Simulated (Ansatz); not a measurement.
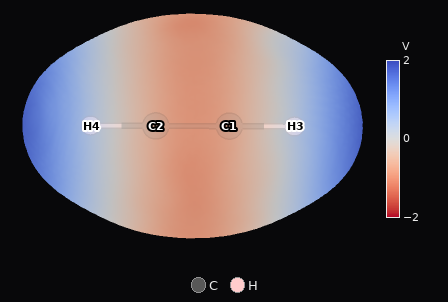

C$_{2}$H$_{2}$. The electrostatic potential painted on the density surface at 0.002 e/bohr³, seen across its widest extent; red is negative and blue positive.

Theory: UKS PBE0-D4/6-31G* in Ansatz.

```xyz
4

C     0.1572   -0.5454    0.2010
C    -0.1576    0.5453   -0.2010
H     0.4337   -1.5121    0.5593
H    -0.4333    1.5122   -0.5593
```

Where is the surface potential most negative and most positive?

Answer. The most negative region (about −1.0 V) lies over C1 and C2, the most positive (about +1.7 V) over H3 and H4.
